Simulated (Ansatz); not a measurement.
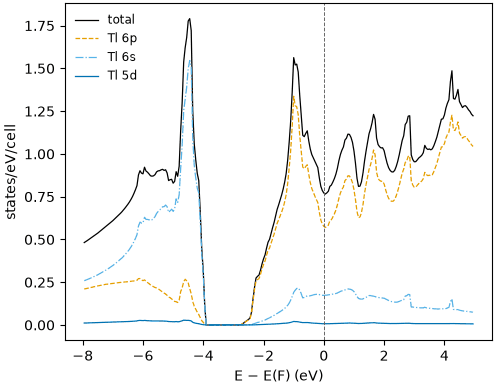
*Total and projected density of states of Tl (hcp (Mg type), space group No. 194), DFT-r²SCAN+D4 in the program Ansatz with PAW potentials*

**Question.** Which orbitals carry the states next to the Fermi level?

**Answer.** Within 0.5 eV of the Fermi level: Tl 6p 77 %, Tl 6s 20 %. Projections are on Löwdin-orthogonalised atomic valence shells; empty p or d shells of many metals are not among them.

**Question.** Where is the tallest occupied peak in this window, and what makes it?

**Answer.** Near -4.4 eV, about 1.8 states/eV per cell; the largest projected share is Tl 6s.

Space group P6_3/mmc (hcp (Mg type)). The cell was relaxed with r²SCAN+D4 under the symmetry of its start. The pairwise dispersion correction was not fitted to metals. Scalar-relativistic: spin–orbit coupling is off unless named, which matters more the heavier the elements.

Potentials: the later of the program's two PAW sets.
